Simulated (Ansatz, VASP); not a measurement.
# InSb: VASP beside Ansatz, part 2 of 2

Aim: how closely do two programs agree when they are given the same cell, functional and k mesh? The cell is taken from a series of VASP runs on this material, whose earlier steps may have relaxed, scaled or displaced it; both programs get it as it stands. Valence electrons are named where the data sets of a main pair hold unlike numbers.

VASP 6.6.1 and Ansatz 0.2.0.

So far: Set-up; VASP: band structure, HSE06.

## (3) Ansatz: band structure, HSE06

Level of this step: Ansatz beside VASP: Kohn-Sham DFT, plane waves, HSE06 (Ansatz).

Ansatz runs on its default PAW (the set named soft_2) files.

The same cell, functional, mesh and smearing now go to Ansatz, which takes its cutoff from its data sets.

input.yaml reads:

```yaml
crystal:
  lattice:
    - [0.0, 3.2391, 3.2391]
    - [3.2391, 0.0, 3.2391]
    - [3.2391, 3.2391, 0.0]
  atoms:
    - { symbol: Sb, position: [0.75, 0.75, 0.75] }
    - { symbol: In, position: [0.0, 0.0, 0.0] }
hamiltonian:
  xc: { exchange: pbe, correlation: pbe, exx: { coeff: 0.25, omega: 0.2 } }
  pseudopotentials: { kind: paw }
kpoints:
  mp_grid: { grid: [4, 4, 4] }
  band_path:
    path:
      - [0.0, 0.0, 0.0]
      - [0.5, 0.0, 0.5]
      - [0.5, 0.22222, 0.72222]
      - [0.40278, 0.34722, 0.75]
      - [0.125, 0.125, 0.25]
      - [0.27778, 0.27778, 0.27778]
      - [0.55556, 0.38889, 0.55556]
      - [0.58333, 0.25, 0.66667]
      - [0.5, 0.30556, 0.69444]
      - [0.48611, 0.48611, 0.52778]
      - [0.625, 0.25, 0.625]
      - [0.5, 0.0, 0.5]
    npoints: 1
scf:
  occupations: { method: gaussian, width: 0.03 }
  n_extra_bands: 7
output:
  forces: true
  stress: true
  eigenvalues: true
```

Started as:

```sh
$ ansatz run input.yaml --threads 4 --pin off --max-ram 9216MiB --backend cpu --events-out ev --progress --plain --runs-dir out
```

Numbers of over 12 decimals in the logs are rounded to 6 here.

The log of the run:

```text
Warning: output.stress: scf.convergence.dr2_threshold = 1e-7 eV (the SCF's general default) is looser than the 2e-10 eV advised for a printed stress (1e-10 eV for each atom of the cell: 2). What an SCF threshold leaves in a stress goes as its square root, and in the free energy as the threshold itself, and one threshold admits the most on a small cell: [figures from the program's tests cut] Set scf.convergence.dr2_threshold to 2e-10 eV or tighter. The threshold is an SCF's pass mark: one that does not reach it within its budget of iterations ends unconverged, or closes short of it on a stop that the run arms, and scf.convergence.dr2_threshold's page says what that costs each kind of run
Warning: output.stress: scf.exx.energy_threshold = 1e-6 eV is looser than the 2e-8 eV advised for a stress under a hybrid functional (1e-8 eV for each atom of the cell: 2). Every SCF of the exchange loop can meet its threshold on dr2 while the loop round them stops early: no threshold on dr2 bounds what that leaves in the stress. Set scf.exx.energy_threshold to 2e-8 eV or tighter. The threshold is the loop's pass mark: a loop that does not reach it within its budget of cycles ends unconverged, and scf.exx.energy_threshold's page has the law
scf.n_extra_bands = 7 over 14 filled bands (N_el = 28.0): the run solves 21 bands
Engine: ansatz 0.2.0, aarch64-unknown-linux-gnu
Pseudopotentials: kind: paw
Pseudopotential: Sb, paw, valence charge 15, recommended cutoff 420 eV (normal), Sb.paw.azcp
Pseudopotential: In, paw, valence charge 13, recommended cutoff 420 eV (normal), In.paw.azcp
Functional definition: unnamed
  parameter a_1 = 0.25
  parameter omega_1 = 0.2/angstrom
  exchange = pbe_x + (-a_1)*pbe_x_sr(omega_1) + a_1*exact_x_sr(omega_1)
  correlation = pbe_c
Crystal: 2 atoms, lattice volume = 67.968 Å³
Basis set: ecut = 420 eV, 1363 PW (Γ), exchange–correlation on 64×64×64 points (8 copies of the dense FFT grid, shifted against one another)
Bands: 21, of which v1, the nominal top of the filled ones, is band 14 counted from 1 (13 counted from 0)
Symmetry: 24 space group operations
Space group: F-43m (ITA 216), of the structure as read, at distance tolerance 4.1e-5 Å
k-points: 8 of 64 (time reversal used)
Non-local potential: Sb, projectors of the file, l = 0: 2, l = 1: 2, l = 2: 2, l = 3: 2
Non-local potential: In, projectors of the file, l = 0: 2, l = 1: 2, l = 2: 2, l = 3: 2
PAW form: soft (Blöchl's): semilocal exchange-correlation on the pseudo side does not see the compensation charge
PAW frozen core: Sb, regenerated for the run's functional, and the local potential with it (the file was generated under x = pbe(κ = 0.804, μ = 0.219515), c = pbe(β = 0.066725))
PAW frozen core: In, regenerated for the run's functional, and the local potential with it (the file was generated under x = pbe(κ = 0.804, μ = 0.219515), c = pbe(β = 0.066725))
PAW one-centre angular grid: Sb, 590 points (default); XC on 64 Gauss nodes
PAW one-centre angular grid: In, 590 points (default); XC on 64 Gauss nodes
Initial density: superposition of atomic densities (neutral atoms: chi_scale 0, normalization atom), corrected by the library's trained network
Initial wavefunctions: pseudopotential atomic-orbital guess
Functional: x = pbe(κ = 0.804, μ = 0.219515), c = pbe(β = 0.066725), warm-up for x = pbe(κ = 0.804, μ = 0.219515) + 0.25 (exact − pbe) at short range (hse, ω = 0.2 Å⁻¹), c = pbe(β = 0.066725)
SCF iter   1: F=—  HF=-12082.391234 eV  |F-HF|=—  |Δ(HF+E_count)|=         —  Δρ=1.33e-3  dr2=2.04e-3  ethr=1.77e-3  ⟨swp⟩=12.6  Hψ=816  notcnv=0
preconditioner: auto → none  [insulator: Δε(μ)=0.521 eV  Ē_g=16.108 eV  σ=0.030 eV  W_gap=0.67  n_scr=14 (ndim 8)  ℏωp=19.1 eV  f_vac=0.112  D(μ)=1.61/eV (n_scr^D=14)]
iter 2 solved again at ethr=3.38e-7 eV; its pass at ethr=7.29e-6 eV (dr2=9.48e-5 eV) is discarded
SCF iter   2: F=—  HF=-12082.391546 eV  |F-HF|=—  |Δ(HF+E_count)|=   3.12e-4  Δρ=3.12e-4  dr2=9.74e-5  ethr=3.38e-7  ⟨swp⟩=3.4  Hψ=882  notcnv=0  defer=3
SCF iter   3: F=—  HF=-12082.391600 eV  |F-HF|=—  |Δ(HF+E_count)|=   5.44e-5  Δρ=1.46e-4  dr2=1.08e-5  ethr=3.38e-7  ⟨swp⟩=4.8  Hψ=389  notcnv=0  defer=1
SCF iter   4: F=—  HF=-12082.391671 eV  |F-HF|=—  |Δ(HF+E_count)|=   7.05e-5  Δρ=2.36e-5  dr2=3.44e-7  ethr=3.87e-8  ⟨swp⟩=3.4  Hψ=338  notcnv=0  defer=1
SCF iter   5: F=—  HF=-12082.391673 eV  |F-HF|=—  |Δ(HF+E_count)|=   2.65e-6  Δρ=4.83e-6  dr2=1.34e-8  ethr=1.23e-9  ⟨swp⟩=4.2  Hψ=372  notcnv=0  defer=1
SCF iter   6: F=-12082.391673 eV  HF=-12082.391673 eV  |F-HF|=8.06e-10  |Δ(HF+E_count)|=   8.34e-8  Δρ=9.40e-7  dr2=4.05e-10  ethr=4.78e-11  ⟨swp⟩=4.2  Hψ=419  notcnv=0  defer=1
SCF 1 converged in 6 iterations: F = -12082.391673 eV  dr2 = 4.05e-10
  greatest PAW one-centre occupation: 0.995 electrons in one spin orbital (limit 2), on the Sb atom at site 0 (counted from 0), in its partial waves of l = 2
Initial density: handed on by an earlier stage of this run
Initial wavefunctions: those handed on with the density
Functional: x = pbe(κ = 0.804, μ = 0.219515) + 0.25 (exact − pbe) at short range (hse, ω = 0.2 Å⁻¹), c = pbe(β = 0.066725)
Exchange kernel: α = 0.2500, screened, ω = 0.2000 Å⁻¹, Wigner–Seitz truncation, v(0) = 1120.6902 eV·Å³, q-mesh 4×4×4, nearest image of the exchange supercell L = 18.32 Å, pair-density grid 18×18×18, without the augmentation charges, whose exchange is taken in its separable form by FFT convolution over the k-point mesh (sized by the pseudopotential files, 25×25×25 at the most), smooth part of the exact exchange by density-matrix convolution
Frozen-core exchange: fock
iter 1 solved again at ethr=4.46e-5 eV; its pass at ethr=1.00e-1 eV (dr2=1.25e-2 eV) is discarded
SCF iter   1: F=—  HF=-12090.755635 eV  |F-HF|=—  |Δ(HF+E_count)|=         —  Δρ=5.71e-3  dr2=1.25e-2  ethr=4.46e-5  ⟨swp⟩=5.4  Hψ=941  notcnv=0
preconditioner: auto → none  [insulator: Δε(μ)=0.400 eV  Ē_g=18.083 eV  σ=0.030 eV  W_gap=1.00  n_scr=14 (ndim 8)  ℏωp=19.1 eV  f_vac=0.109  D(μ)=0.00/eV (n_scr^D=0)]
SCF iter   2: F=—  HF=-12090.753389 eV  |F-HF|=—  |Δ(HF+E_count)|=   2.25e-3  Δρ=2.09e-3  dr2=2.46e-3  ethr=4.05e-5  ⟨swp⟩=2.0  Hψ=329  notcnv=0
SCF iter   3: F=—  HF=-12090.753353 eV  |F-HF|=—  |Δ(HF+E_count)|=   3.64e-5  Δρ=4.03e-4  dr2=1.10e-3  ethr=4.92e-6  ⟨swp⟩=2.0  Hψ=280  notcnv=0
SCF iter   4: F=—  HF=-12090.762905 eV  |F-HF|=—  |Δ(HF+E_count)|=   9.55e-3  Δρ=7.96e-4  dr2=2.48e-4  ethr=1.69e-7  ⟨swp⟩=5.0  Hψ=593  notcnv=0
SCF iter   5: F=—  HF=-12090.762849 eV  |F-HF|=—  |Δ(HF+E_count)|=   5.58e-5  Δρ=3.71e-5  dr2=1.76e-5  ethr=1.69e-7  ⟨swp⟩=3.0  Hψ=348  notcnv=0
SCF iter   6: F=-12090.762979 eV  HF=-12090.762981 eV  |F-HF|=2.03e-6  |Δ(HF+E_count)|=   1.32e-4  Δρ=9.30e-5  dr2=4.82e-6  ethr=1.43e-9  ⟨swp⟩=5.2  Hψ=653  notcnv=0
SCF 2 stopped early in 6 iterations: F = -12090.762979 eV  dr2 = 4.82e-6
hybrid outer 1: dexx = +1.067e-2 eV, tail = 4.29e-5 eV
Exchange kernel: α = 0.2500, screened, ω = 0.2000 Å⁻¹, Wigner–Seitz truncation, v(0) = 1120.6902 eV·Å³, q-mesh 4×4×4, nearest image of the exchange supercell L = 18.32 Å, pair-density grid 18×18×18, without the augmentation charges, whose exchange is taken in its separable form by FFT convolution over the k-point mesh (sized by the pseudopotential files, 25×25×25 at the most), smooth part of the exact exchange by density-matrix convolution
Frozen-core exchange: fock
SCF iter   1: F=—  HF=-12090.762832 eV  |F-HF|=—  |Δ(HF+E_count)|=         —  Δρ=2.77e-5  dr2=1.11e-6  ethr=7.66e-7  ⟨swp⟩=4.6  Hψ=362  notcnv=0
preconditioner: auto → none  [insulator: Δε(μ)=0.557 eV  Ē_g=18.072 eV  σ=0.030 eV  W_gap=1.00  n_scr=14 (ndim 8)  ℏωp=19.1 eV  f_vac=0.107  D(μ)=0.00/eV (n_scr^D=0)]
SCF iter   2: F=—  HF=-12090.762833 eV  |F-HF|=—  |Δ(HF+E_count)|=   4.92e-7  Δρ=1.22e-5  dr2=8.19e-7  ethr=1.27e-9  ⟨swp⟩=4.1  Hψ=468  notcnv=0
SCF iter   3: F=—  HF=-12090.762849 eV  |F-HF|=—  |Δ(HF+E_count)|=   1.61e-5  Δρ=1.53e-5  dr2=3.13e-7  ethr=2.11e-10  ⟨swp⟩=4.4  Hψ=544  notcnv=0  defer=2
SCF iter   4: F=—  HF=-12090.762849 eV  |F-HF|=—  |Δ(HF+E_count)|=   1.15e-7  Δρ=8.35e-6  dr2=2.61e-8  ethr=2.11e-10  ⟨swp⟩=4.0  Hψ=378  notcnv=0
SCF iter   5: F=-12090.762849 eV  HF=-12090.762849 eV  |F-HF|=2.74e-9  |Δ(HF+E_count)|=   9.00e-9  Δρ=2.15e-6  dr2=7.00e-9  ethr=8.08e-11  ⟨swp⟩=3.1  Hψ=352  notcnv=0
SCF 3 converged in 5 iterations: F = -12090.762849 eV  dr2 = 7.00e-9
  Residual-converged pass: ⟨swp⟩=3.0  Hψ=348  notcnv=0  max |occ|·‖R‖ = 2.3e-6 eV (tolerance 2.4e-6 eV)  dr2=7.07e-9  dr2_onsite=4.34e-10  max |Δocc| = 8.0e-48
hybrid outer 2: dexx = +4.091e-7 eV, tail = 1.96e-8 eV, Δε = 3.03e-3 eV (about 1.27e-4 eV left of the loop's levels)
NSCF: frozen V_eff on 12 k-points
hybrid SCF converged: 2 outer / 11 inner (+6 warm-up), last move |dexx| = 4.09e-7 eV, tail = 1.96e-8 eV
Stability not checked: this state was not tested for a lower state beside it, because the functional holds exact exchange (a hybrid, or Hartree-Fock), whose exchange loop this test does not read (fock_operator; see scf.lower_state_search)
Free energy (F): -12090.762849 eV
Frozen-core exchange: fock
Harris-Foulkes:  -12090.762849 eV  (|F-HF|=2.74e-9)
Internal energy: -12090.762849 eV  (E = F + TS)
E sigma→0 (E₀):  -12090.762849 eV
Fermi energy:    7.330585 eV
--- Per-component energies (eV) ---
  E_band       = -313.296859
  E_kinetic    = 451.199493
  E_local      = -3202.838783  (includes V_loc(G=0)·N_el)
  E_nonlocal   = 730.225173
  E_hartree    = 1381.676485
  E_xc         = -281.435004
  E_vxc        = -156.470050  (∫ρ·V_xc dr)
  E_exx        = -73.464753  (= α·E_x^exact, valence–valence)
  E_paw        = -8741.411727  (= ΣΔE_a)
  E_vpaw       = -751.835919  (= ΣTr[D̂ρ^β])
  E_aug_tail   = 0.000025  (compensation charges beyond the density's cutoff)
  E_ewald      = -2355.252583
  E_core_change = 0.538825  (= ΣΔE_core)
  E_smearing   = -0.000000  (= −TS)
  E_closure    = 0.000000  (closes the sum)
  Σ components = -12090.762849   (vs F -12090.762849, Δ=0.00e0)
--- Forces (eV/Å), atoms counted from 1 ---
  atom   1  Sb     0.00000000    -0.00000000    -0.00000000
  atom   2  In    -0.00000000     0.00000000     0.00000000
  max |Σ_I F_I| component: 5.55e-17 eV/Å
--- Stress (GPa, compression-positive) ---
        1.645434       0.000000      -0.000000
        0.000000       1.645434       0.000000
       -0.000000       0.000000       1.645434
  P = ⅓ Tr σ = 1.6454 GPa (16.454 kbar)
--- Band table (eV; the first three rows and the last of 8) ---
  k-point 0: bands = [... 10 lower, -4.7196, 7.0513, 7.0513, 7.0513, 7.6080, 10.6700, 10.6700, 10.6700, ... 3 higher]
  k-point 1: bands = [... 10 lower, -4.1196, 3.2381, 6.4127, 6.4127, 8.5745, 11.4574, 11.4574, 12.5951, ... 3 higher]
  k-point 2: bands = [... 10 lower, -3.1883, 0.9509, 5.9605, 5.9605, 8.2213, 11.5581, 11.5581, 13.9029, ... 3 higher]
  k-point 7: bands = [... 10 lower, -2.4566, 0.7646, 3.9546, 4.1098, 11.3765, 11.6825, 12.0964, 12.6976, ... 3 higher]
```

It took 22 s on 4 threads of Arm Neoverse V2, shared host; peak memory 0.88 GiB.

## (4) Differences

Known differences besides the potentials themselves: exact exchange at q = 0 is treated differently, which shows on coarse meshes; VASP keeps PBE cores, Ansatz makes them for the functional; the data sets hold 28 valence electrons in Ansatz (on its default PAW (the set named soft_2) files) and 18 in VASP; the cutoff is 420 eV in Ansatz and 350 eV in VASP; VASP takes a coarser grid for exact exchange (PRECFOCK = Fast). Total energies have different zeros and are not compared.

Both answers:

```csv
quantity,Ansatz,VASP,difference
gap over the path points (eV),0.557,0.581,-0.024
```

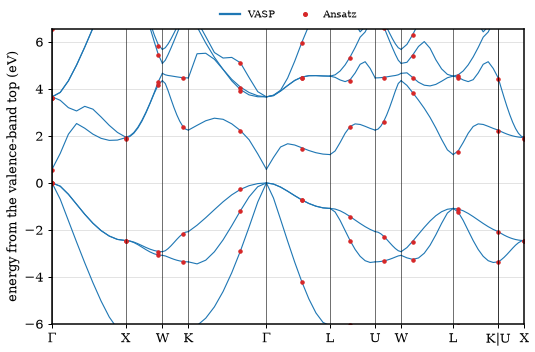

Bands from VASP (lines) and levels from Ansatz (dots). Dots without a line are higher empty bands that the VASP plot leaves out.

Levels at points of the path, from each program's valence-band top (eV; 3 filled, then empty):

```csv
k (reciprocal lattice),Ansatz,VASP
0.000 0.000 0.000,0.00 0.00 0.00 0.56 3.62 3.62,0.00 0.00 0.00 0.58 3.66 3.66
0.500 0.000 0.500,-6.42 -2.46 -2.46 1.88 1.91 9.29,-6.40 -2.45 -2.45 1.93 1.95 9.31
0.500 0.222 0.722,-6.29 -3.08 -2.93 4.15 4.28 5.43,-6.27 -3.06 -2.91 4.18 4.31 5.46
0.403 0.347 0.750,-6.26 -3.36 -2.18 2.38 4.45 6.91,-6.24 -3.34 -2.17 2.42 4.48 6.94
0.125 0.125 0.250,-2.91 -1.20 -0.28 2.21 3.93 4.04,-2.90 -1.19 -0.28 2.23 3.97 4.08
0.278 0.278 0.278,-4.22 -0.73 -0.73 1.46 4.47 4.47,-4.20 -0.72 -0.72 1.50 4.50 4.50
0.556 0.389 0.556,-6.05 -2.47 -1.44 2.37 4.36 5.33,-6.03 -2.45 -1.43 2.40 4.39 5.36
0.583 0.250 0.667,-6.26 -3.33 -2.29 2.58 4.46 6.61,-6.24 -3.32 -2.27 2.63 4.50 6.64
0.500 0.306 0.694,-6.19 -3.27 -2.49 3.81 4.45 5.41,-6.17 -3.25 -2.48 3.84 4.49 5.44
0.486 0.486 0.528,-6.09 -1.24 -1.12 1.33 4.45 4.56,-6.07 -1.24 -1.11 1.36 4.49 4.60
```

Among the levels compared at these points, filled levels agree within 21 meV and empty ones within 48 meV.

## (5) What came out

| Quantity | Value |
| --- | --- |
| largest difference of a filled level at the path points (band structure, HSE06) | 21 meV |

In words: The largest difference of a filled level at the path points is 21 meV (band structure, HSE06), within the 80 meV picked in this series as the mark of a large difference. The data sets hold unlike numbers of valence electrons (28 in Ansatz and 18 in VASP), so part of the differences comes from the potentials. Such differences can come from data sets, numerical settings and the points named under the comparisons, not from the functional's error against experiment.

[Lines on the potential files, build, host, timing and source positions are cut from VASP's logs without a mark.]

[Logs are printed without paths, hosts, clocks, repeated set-up lines and the standing remarks that a program may print on its own settings, such as how far it seeks lower states.]

[Hosts, paths, dates, database ids (printed as entryN), source tags and the programs' standing remarks are cut or masked in the printed files.]
